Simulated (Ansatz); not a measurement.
# MnBe4Fe, from a guessed structure to a relaxed one, part 2 of 2

This structure for MnBe4Fe is made up. Its elements were placed in a known structure type with a cell scaled to their sizes. What cell does the guess relax to, and how far off was it?

Ansatz 0.2.0; DFT, PBEsol, plane-wave PAW, files of the set soft_1, scalar-relativistic, ferromagnetic start, cell and ions relaxed at zero pressure; PAW set soft_1 (the session's first sound run).

So far: The structure; Relaxation of the guess.

## Step 2: Relaxation of the guess (continued)

The shortest distance of each pair, which need not be the same contact before and after:

| pair | guess (Å) | relaxed (Å) |
| --- | --- | --- |
| Be–Be | 2.050 | 2.065 |
| Be–Fe | 2.467 | 2.424 |
| Be–Mn | 2.479 | 2.424 |
| Fe–Mn | 2.582 | 2.532 |
| Fe–Fe | 4.217 | 4.134 |

The relaxation ends with a largest force component of 3.3e-4 eV/Å and a pressure of -0.03 GPa.

## Step 3: Bands of the relaxed cell

With the geometry fixed, one more self-consistent run, with a narrower smearing and the mesh shown in its input, gives the bands, and its pressure, and its forces where symmetry allows any, show how far the geometry depends on these settings.

This step: DFT, PBEsol, plane-wave PAW, files of the set soft_1, scalar-relativistic, ferromagnetic start, bands and density of states at the relaxed cell; PAW set soft_1 (Ansatz 0.2.0).

File input.yaml:

```yaml
crystal:
  lattice:
    - [0.0, 2.9233424896, 2.9233424896]
    - [2.9233424896, 0.0, 2.9233424896]
    - [2.9233424896, 2.9233424896, 0.0]
  atoms:
    - { symbol: Fe, position: [0.25, 0.25, 0.25], spin: 1.2 }
    - { symbol: Mn, position: [0.0, 0.0, 0.0], spin: 1.9 }
    - { symbol: Be, position: [0.12540478, 0.6248650733, 0.6248650733] }
    - { symbol: Be, position: [0.6248650733, 0.6248650733, 0.6248650733] }
    - { symbol: Be, position: [0.6248650733, 0.6248650733, 0.12540478] }
    - { symbol: Be, position: [0.6248650733, 0.12540478, 0.6248650733] }
magnetization:
  spin_polarized: true
kpoints:
  mp_grid: { grid: [10, 10, 10] }
  band_path:
    path:
      - [[0.0, 0.0, 0.0], [0.5, 0.0, 0.5], [0.5, 0.25, 0.75], [0.375, 0.375, 0.75], [0.0, 0.0, 0.0], [0.5, 0.5, 0.5], [0.625, 0.25, 0.625], [0.5, 0.25, 0.75], [0.5, 0.5, 0.5], [0.375, 0.375, 0.75]]
      - [[0.625, 0.25, 0.625], [0.5, 0.0, 0.5]]
    npoints: 8
scf:
  occupations: { method: fermi_dirac, width: 0.03 }
  n_extra_bands: 12
hamiltonian:
  xc: pbesol
  pseudopotentials: { kind: paw, azcp: { folder: soft_1 }, xc_functional: pbe }
output:
  forces: true
  stress: true
  write_bands: true
  dos: { projected: true }
  write_density: true
  write_potential: true
  elf: true
  volumetric_format: npy
```

Command:

```console
ansatz run input.yaml --threads 4 --pin off --max-ram 10240MiB --backend cpu --events-out ev --progress --plain --runs-dir out
```

Numbers of over 12 decimals in the logs are rounded to 6 here.

What it wrote:

```text
[...]
Crystal: 6 atoms, lattice volume = 49.965 Å³
Basis set: ecut = 420 eV, 941 PW (Γ), exchange–correlation on 60×60×60 points (8 copies of the dense FFT grid, shifted against one another)
Bands: 32, of which v1, the nominal top of the filled ones, is band 20 counted from 1 (19 counted from 0)
Symmetry: 24 space group operations
[...]
k-points: 47 of 1000 (time reversal used)
[...]
Starting moments: Σ|m| = 3.1 μB on 2 of 6 sites
[...]
SCF iter   1: F=—  HF=-8684.471993 eV  |F-HF|=—  |Δ(HF+E_count)|=         —  Δρ=1.28e-1 (↑1.28e-1 ↓5.76e-2)  dr2=1.66e1  dr2_m=9.30e-1  M=1.788 μB ∫|m|=1.935 μB  β_m=0.30  ethr=3.10e-3  ⟨swp⟩=6.0  Hψ=13913  notcnv=0  defer=5
[...]
SCF iter  15: F=-8680.615736 eV  HF=-8680.615736 eV  |F-HF|=8.80e-10  |Δ(HF+E_count)|=   3.06e-9  Δρ=6.49e-7 (↑6.49e-7 ↓4.81e-7)  dr2=8.09e-10  dr2_m=4.70e-12  M=2.942 μB ∫|m|=3.500 μB  ethr=1.00e-10  ⟨swp⟩=10.3  Hψ=18262  notcnv=0
SCF 1 converged in 15 iterations: F = -8680.615736 eV  dr2 = 8.09e-10
[...]
NSCF: frozen V_eff on 82 k-points
SCF converged after 15 iterations
Magnetization: 2.9421 μB (20.9711 up, 18.0289 down)
Absolute magnetization: 3.5000 μB (∫|ρ↑−ρ↓|, with the PAW one-centre terms)
[...]
Per-site moments (μB) at R_I (Å): [(1.198620, 0.999764), (1.913806, 0.999960), (-0.037395, 0.851765), (-0.037395, 0.851765), (-0.037395, 0.851765), (-0.037395, 0.851765)]
Free energy (F): -8680.615736 eV
[...]
Internal energy: -8680.608703 eV  (E = F + TS)
E sigma→0 (E₀):  -8680.612219 eV
Entropy (-TS):   -0.007033 eV (-1.172 meV/atom)
Fermi energy:    13.059943 eV
[...]
--- Forces (eV/Å), atoms counted from 1 ---
  atom   1  Fe     0.00000000     0.00000000     0.00000000
  atom   2  Mn     0.00000000    -0.00000000     0.00000000
  atom   3  Be    -0.00096706     0.00096706     0.00096706
  atom   4  Be    -0.00096706    -0.00096706    -0.00096706
  atom   5  Be     0.00096706     0.00096706    -0.00096706
  atom   6  Be     0.00096706    -0.00096706     0.00096706
  max |Σ_I F_I| component: 2.82e-18 eV/Å
--- Stress (GPa, compression-positive) ---
       -0.009459       0.000000      -0.000000
        0.000000      -0.009459       0.000000
       -0.000000       0.000000      -0.009459
  P = ⅓ Tr σ = -0.0095 GPa (-0.095 kbar)
--- Band table (eV; the first three rows and the last of 94) ---
  k-point 0 ↑: bands = [... 16 lower, 10.3922, 10.3922, 12.4686, 12.4686, 15.7701, 15.7701, 15.7701, 18.4287, ... 8 higher]
  k-point 1 ↑: bands = [... 16 lower, 10.4247, 10.7993, 12.4651, 12.4651, 15.1000, 15.6504, 15.6504, 18.2821, ... 8 higher]
  k-point 2 ↑: bands = [... 16 lower, 10.5082, 11.3371, 12.4524, 12.4524, 13.9801, 15.2564, 15.2564, 17.6657, ... 8 higher]
  k-point 46 ↓: bands = [... 16 lower, 12.1865, 12.6868, 13.2299, 13.6231, 13.7096, 13.9211, 15.3683, 15.7252, ... 8 higher]
```

Elapsed: 6 s, on 4 threads of INTEL XEON PLATINUM 8581C at 2.10GHz (Emerald Rapids), shared host; peak memory 0.57 GiB.

This step gave:

```yaml
free_energy: -8680.6157 eV
energy_at_zero_smearing: -8680.6122 eV
smearing_term_ts: 0.007033 eV
fermi_energy: 13.06 eV
magnetization: 2.942 μB
absolute_magnetization: 3.500 μB
site_moments: 1.199, 1.914, -0.03739, -0.03739, -0.03739, -0.03739 μB
pressure: -0.009459 GPa
```

From bands.tsv, the bands that come nearest the Fermi level along the path, at its corners, in eV from the Fermi level:

| point | band_18_up | band_19_up | band_20_up | band_21_up | band_22_up | band_17_dn | band_18_dn | band_19_dn |
| --- | --- | --- | --- | --- | --- | --- | --- | --- |
| Γ | -0.59 | -0.59 | 2.71 | 2.71 | 2.71 | -1.74 | 1.33 | 1.33 |
| X | -0.98 | -0.77 | -0.66 | -0.66 | 0.73 | -0.23 | 0.35 | 0.64 |
| W | -1.03 | -0.91 | -0.88 | -0.86 | 1.72 | -0.40 | 0.16 | 0.64 |
| K | -1.11 | -1.01 | -0.67 | -0.53 | 0.85 | -0.45 | 0.25 | 0.34 |
| Γ | -0.59 | -0.59 | 2.71 | 2.71 | 2.71 | -1.74 | 1.33 | 1.33 |
| L | -0.77 | -0.77 | 0.15 | 0.84 | 0.84 | -1.34 | 0.70 | 0.70 |
| U | -1.11 | -1.01 | -0.67 | -0.53 | 0.85 | -0.45 | 0.25 | 0.34 |
| W | -1.03 | -0.91 | -0.88 | -0.86 | 1.72 | -0.40 | 0.16 | 0.64 |
| L | -0.77 | -0.77 | 0.15 | 0.84 | 0.84 | -1.34 | 0.70 | 0.70 |
| K | -1.11 | -1.01 | -0.67 | -0.53 | 0.85 | -0.45 | 0.25 | 0.34 |
| U | -1.11 | -1.01 | -0.67 | -0.53 | 0.85 | -0.45 | 0.25 | 0.34 |
| X | -0.98 | -0.77 | -0.66 | -0.66 | 0.73 | -0.23 | 0.35 | 0.64 |

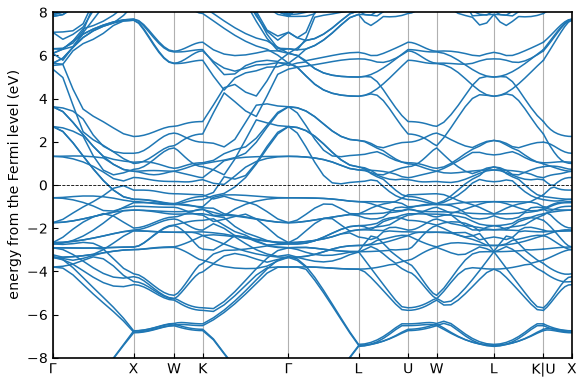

Bands along the path. 16 bands lie wholly below the window drawn.

## Step 4: Summary of results

| Item | Value |
| --- | --- |
| space group, relaxed | F-43m |
| conventional cell | a = 5.847, b = 5.847, c = 5.847 Å; α = 90.0°, β = 90.0°, γ = 90.0° |
| volume per atom | 8.33 Å³ (guess 8.84) |
| total moment | 2.93 μB in the cell of 6 atoms |

MnBe4Fe relaxes to F-43m with a = 5.847, b = 5.847 and c = 5.847 Å. The guessed volume was 6 % too large. The space group F-43m was held in the relaxation, so the end point is a stationary structure within it and may be a saddle against distortions or other arrangements. The input starts from parallel moments, and no other start was typed. Bands cross the Fermi level, so it is a metal or semimetal at this level. On the 10×10×10 mesh with the narrower smearing (relaxed on 8×8×8) the largest force component is 0.001 eV/Å and the largest stress component is 0.009 GPa, within the relaxation's thresholds of 0.015 eV/Å and 0.05 GPa. The cutoff wasn't tested. No dispersion term is used, so weakly bound directions may come out too long. Nothing here tests whether the compound is stable against decomposition.

[Logs are printed without paths, hosts, clocks, repeated set-up lines and the standing remarks that a program may print on its own settings, such as how far it seeks lower states.]

[Hosts, paths, dates, database ids (printed as entryN), source tags and the programs' standing remarks are cut or masked in the printed files.]
